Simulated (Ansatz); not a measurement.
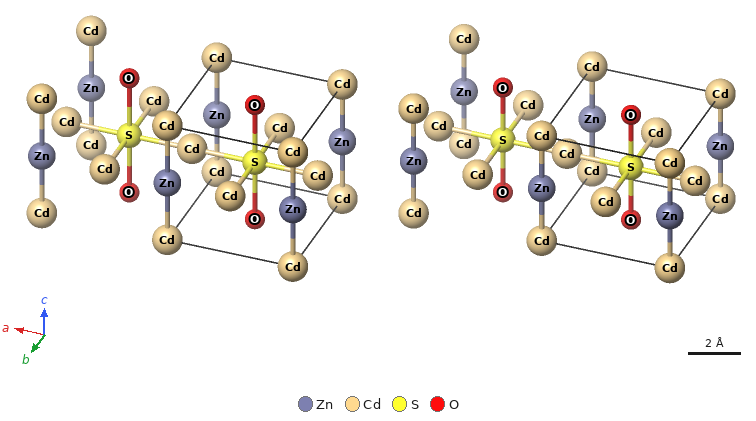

Two geometries of solid ZnCd₃SO (a generated structure, set up in P4/mmm) (coarse preliminary run), drawn at one scale. One is the start of a relaxation, the other its converged end. The picture is a ball-and-stick view of the cell of the calculation, repeated 2 × 1 × 1 with one cell outlined, seen from a free direction.

The calculation used Ansatz 0.2.0, DFT PBE, scalar-relativistic, plane waves, PAW. Settings: plane-wave cutoff 420 eV; k-point mesh 4 × 4 × 4; occupations gaussian; smearing width 0.1 eV; no spin polarisation; cell and atoms relaxed; force threshold 0.04 eV/Å; at most 70 steps.

### Which of the two is the end point?

The right one is the relaxed one. The atoms keep their places relative to the cell (all moves are under 0.005 Å). The volume changes by −4.4 %, with a = b 5.248 → 5.358 Å (+2.1 %), c 5.279 → 4.843 Å (−8.3 %). Among the contacts that change: Cd–Zn 2.640 → 2.422 Å, O–S 2.640 → 2.422 Å, Cd–Zn 2.624 → 2.679 Å, Cd–S 2.624 → 2.679 Å. The space group stays P4/mmm (No. 123). The energy falls by 55.0 meV per atom in 3 accepted moves (4 points after the start). All forces vanish by symmetry, so only the cell relaxes. The pressure goes from −0.84 to 0.05 GPa. The SCF was repeated once at an unchanged geometry on a basis and grid sized afresh for the cell, which shifted the energy by 0.1 meV per atom at most. The run took 29 s on 1 thread of Intel(R) Xeon(R) 6975P-C (Granite Rapids), on a shared host, peak memory 0.52 GiB.
